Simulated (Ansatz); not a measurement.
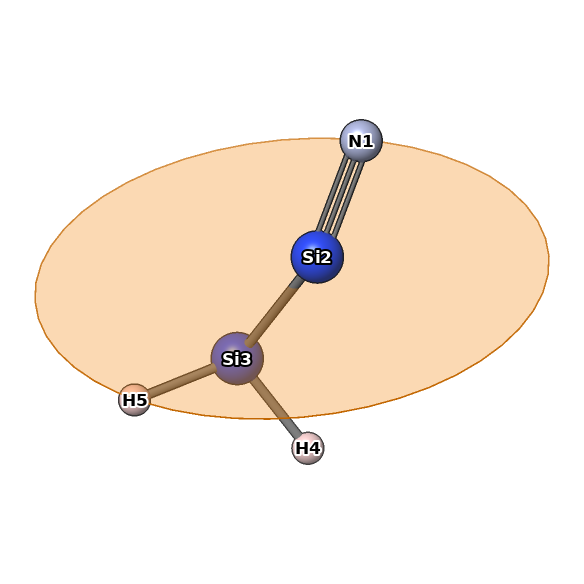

A disc through the centre of mass is drawn in. Atoms fade into the background with distance from the viewer. State: neutral, doublet. Computed geometry: PBE0-D4/def2-TZVP optimisation. No frequency run is at hand to confirm it as a minimum.

**Is the plane of the disc a mirror plane of the structure?**

No. The point group is Cs, with 1 mirror plane, and this plane isn't one of its mirror planes.
